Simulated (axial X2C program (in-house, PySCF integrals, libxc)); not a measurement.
**Relativistic diatomic calculation for FeP⁺**

- system: FeP⁺, single determinant with M_S = 1 and |Λ| = 1.
- method: HF, spin-free X2C-1e, Fe dyall-v3z, P dyall-v3z (cores contracted) (axial X2C program (in-house, PySCF integrals, libxc))

Input file:
```
{"zs": [26, 15], "q": 1, "bas": ["dyall-v3z", "dyall-v3z"], "levels": ["PBE0", "HF", "TPSS", "r2SCAN"], "cc": false, "r0": 2.11, "npts": 10, "nst": 2, "ntry": 6, "opt": {"pick": 1}}
```

The line is the task of a batch: nuclear charges, charge, bases, the levels to run, a first guess of the distance and further settings. This report covers HF without spin-orbit coupling. The log is that of the reference distance 2.189 Å.

Launched within a batch (the task file carries these settings):
```bash
python <driver script> task.json out
```

The program's output:
```
spin-free X2C-1e  HF
basis functions 154  fitting functions 901  grid points 5084
iter        total energy     max residual
   1      -1612.602912575     1.16e-01
   2      -1612.652248038     2.37e-02
   3      -1612.663212478     1.41e-02
   4      -1612.665846198     8.23e-03
   5      -1612.667858635     2.46e-03
   6      -1612.668274873     2.07e-03
   7      -1612.668512705     1.62e-03
   8      -1612.668825889     8.17e-04
   9      -1612.668965636     2.67e-04
  10      -1612.668971248     1.26e-04
  11      -1612.668972283     2.65e-05
  12      -1612.668972372     9.14e-06
  13      -1612.668972380     3.25e-06
  14      -1612.668972380     1.12e-06
converged
one-electron -2407.03570373  Coulomb 777.68607303  exact exchange -77.59942952  xc functional 0.00000000  nuclear repulsion 94.28008783
```

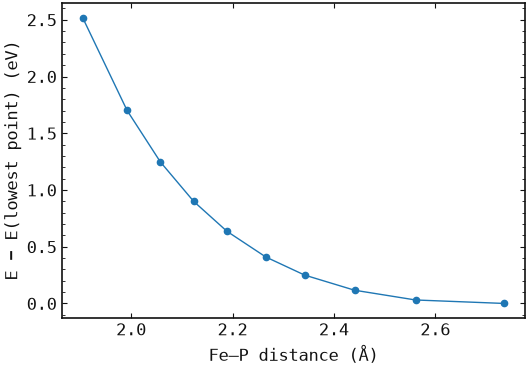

**Figure 1.** Energy at 10 bond lengths, for one set of occupations held fixed; the line joins the points. The lowest point is at 2.74 Å, the end of the range, so no minimum is bracketed. The lowest point lies 0.44 eV below Fe⁺ + P.

Outcome:

```
                    quantity                                                                 value
                     outcome                                                             converged
largest ⟨S²⟩ along the curve                                                                  4.71
                    hardware  1 thread of Arm Neoverse N1, 98 GiB of memory available, shared host
                   wall time                                                                 3.5 s
```

What is odd here:

One thing in this input was made odd on purpose: excited determinant (pick = 1.0). The program ran to the end. Its numbers are those of the input as typed; this run alone doesn't show how far the oddity moves them. Hartree–Fock lacks correlation, so it usually binds too weakly. ⟨S²⟩ reaches 4.71 where a pure state of this multiplicity has 2.00, so the determinant is spin-contaminated.
